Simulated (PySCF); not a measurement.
# GaNH₃Cl: frequency calculation

GaNH₃Cl, computed with PBE0-D3(BJ)/def2-TZVPD harmonic vibrations by differences of gradients, gas phase (PySCF 2.14.0).

The geometry comes from this level: PBE0-D3(BJ)/def2-TZVPD.

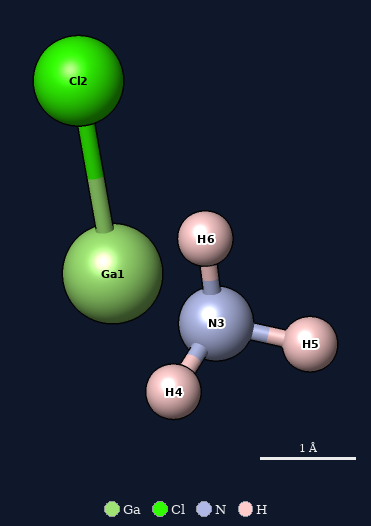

The input geometry (ball-and-stick view, seen at a tilt; atoms are numbered from 1 in the order of the input). Sticks mark near contacts.

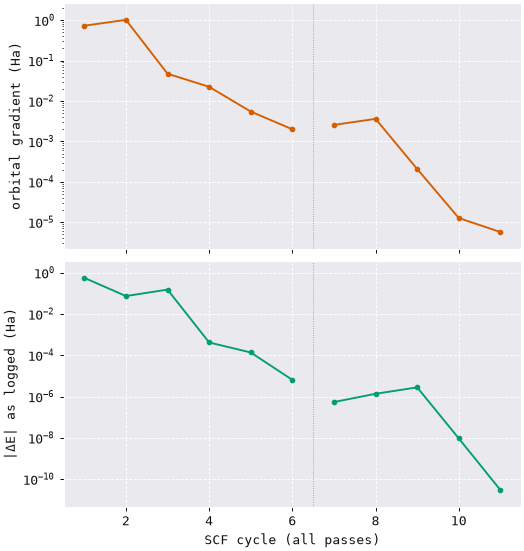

Convergence of the self-consistent field: orbital gradient and size of the energy change against the SCF cycle. The dotted line marks the change from a coarse to the final integration grid. The first 6 cycles use a coarse grid, the final grid takes over at cycle 7, and the field converges after 11 cycles in all.

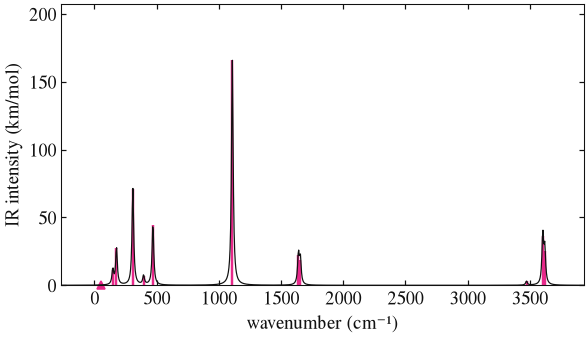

Harmonic infrared spectrum, unscaled: sticks (degenerate modes added up, dark ones marked on the axis) with a Lorentzian envelope of 16 cm⁻¹ full width, scaled to the tallest stick. 12 modes from 52 to 3620 cm⁻¹, none imaginary. The strongest line is at 1109 cm⁻¹ (166 km/mol). All modes, in cm⁻¹ (km/mol): 52 (0.0), 148 (11.3), 178 (27), 309 (71), 395 (6.8), 470 (45), 1109 (166), 1640 (22), 1655 (18.8), 3474 (3.0), 3604 (36), 3620 (25).

The input and output of the run follow.

### Input file
```
{"job": {"kind": "irdft", "xc": "PBE0", "basis": "def2-TZVPD", "disp": "d3bj", "grid": 3}, "charge": 0, "multiplicity": 1, "parts": [{"atoms": "0-1", "charge": 0, "multiplicity": 1}, {"atoms": "2-5", "charge": 0, "multiplicity": 1}]}
Ga    -0.849034    -0.484453     0.762959
Cl     1.078566    -0.102131    -0.420876
N      0.629816    -1.744113     2.209185
H      0.747453    -1.370435     3.144366
H      0.437191    -2.735953     2.293001
H      1.500177    -1.622078     1.699879
```

The first line tells a small driver script what to run in PySCF; the rest is the geometry in Å.

Command:
```bash
OMP_NUM_THREADS=1 python <driver script> task.json out
```

### What the program printed
```
coarse grid: 26272 points
cycle   1  E = -2441.1871857122  dE = -5.592e-01  |g| = 7.294e-01  |ddm| = 1.587e+00
cycle   2  E = -2441.1135353729  dE =  7.365e-02  |g| = 1.018e+00  |ddm| = 1.181e+00
cycle   3  E = -2441.2639303551  dE = -1.504e-01  |g| = 4.734e-02  |ddm| = 6.908e-01
cycle   4  E = -2441.2643453232  dE = -4.150e-04  |g| = 2.244e-02  |ddm| = 6.122e-02
cycle   5  E = -2441.2644812155  dE = -1.359e-04  |g| = 5.476e-03  |ddm| = 2.155e-02
cycle   6  E = -2441.2644875979  dE = -6.382e-06  |g| = 1.993e-03  |ddm| = 5.063e-03
final grid: 83112 points
cycle   7  E = -2441.2643862605  dE =  5.405e-07  |g| = 2.566e-03  |ddm| = 3.431e-03
cycle   8  E = -2441.2643849033  dE =  1.357e-06  |g| = 3.612e-03  |ddm| = 3.523e-03
cycle   9  E = -2441.2643876738  dE = -2.770e-06  |g| = 2.076e-04  |ddm| = 2.043e-03
cycle  10  E = -2441.2643876831  dE = -9.338e-09  |g| = 1.270e-05  |ddm| = 1.276e-04
cycle  11  E = -2441.2643876831  dE = -2.956e-11  |g| = 5.718e-06  |ddm| = 1.548e-05
converged SCF energy = -2441.2643876831

mode    cm-1     km/mol
  1      52.0      0.01
  2     148.1     11.33
  3     177.5     27.18
  4     309.1     71.25
  5     395.4      6.79
  6     470.4     44.81
  7    1108.8    165.86
  8    1640.2     22.11
  9    1655.4     18.82
 10    3473.6      2.99
 11    3604.4     36.08
 12    3620.5     25.03
```

### Results in brief

| quantity | value |
| --- | --- |
| outcome | converged |
| total energy | −2441.264388 hartree |
| hardware | 1 CPU thread, shared host |
| wall time | 7.4 min |
| peak memory | 0.77 GiB |
